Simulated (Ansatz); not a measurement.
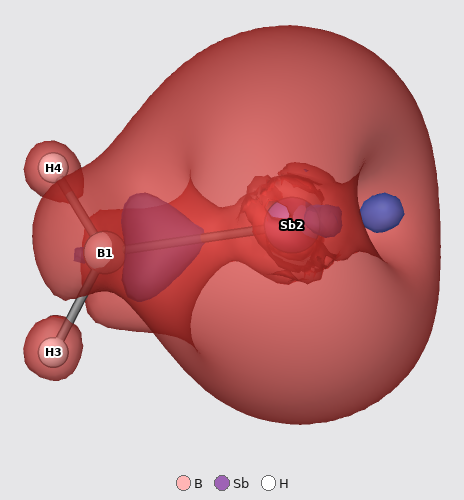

*BH2Sb (triplet). Isosurfaces of the spin density (α minus β) at +0.015 (red) and −0.015 e/Å³ (blue), seen at a tilt.*

Geometry: PBE0-D3(BJ)/def2-SVP; core potentials replace the inner electrons of Sb.

Computed with isolated molecule in a Gaussian basis; Kohn-Sham density functional theory, functional PBE0 in Ansatz.

```yaml
atoms:
  - { symbol: B, position_ang: [0.6666, 0.0808, 0.2781] }
  - { symbol: Sb, position_ang: [1.3499, -1.9080, 0.9737] }
  - { symbol: H, position_ang: [-0.5142, 0.3213, 0.1765] }
  - { symbol: H, position_ang: [1.4698, 0.9394, -0.0052] }
```

### Describe the spin distribution.

The unpaired spin (2 electrons) lies mostly on Sb2 (about 1.8) and B1 (about 0.2), in electrons by Hirshfeld's partition.
